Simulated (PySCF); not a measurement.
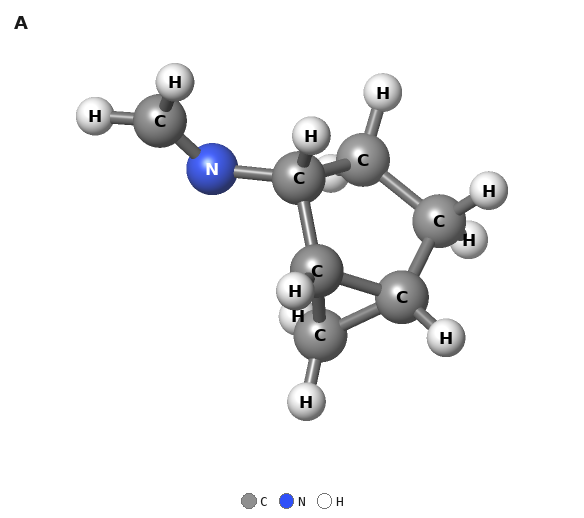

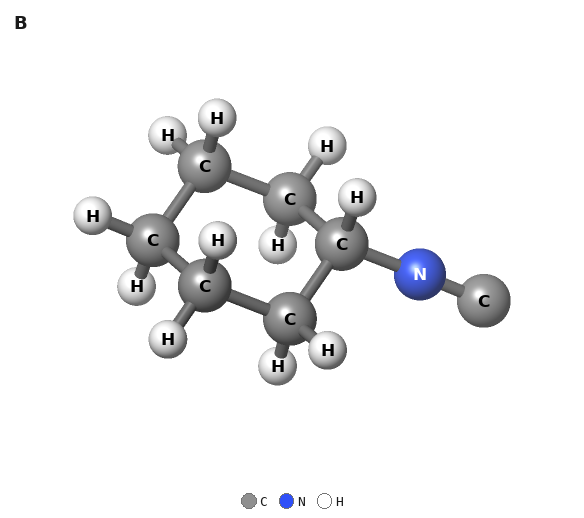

2 stationary structures of one formula. Geometries: GFN2-xTB. Electronic energies: PBE0/pcSseg-1 (PySCF 2.14.0), without zero-point energy. No frequency run is at hand to confirm each as a minimum. Each is one conformer, not always the lowest.

> How are they related?

They are constitutional isomers of C7H11N: A `C=N[C@@H]1CC[C@@H]2C[C@@H]21`, B `[C-]#[N+]C1CCCCC1`.

> Rank them by energy, lowest first.

B is lowest; A lies 0.536 eV above it.
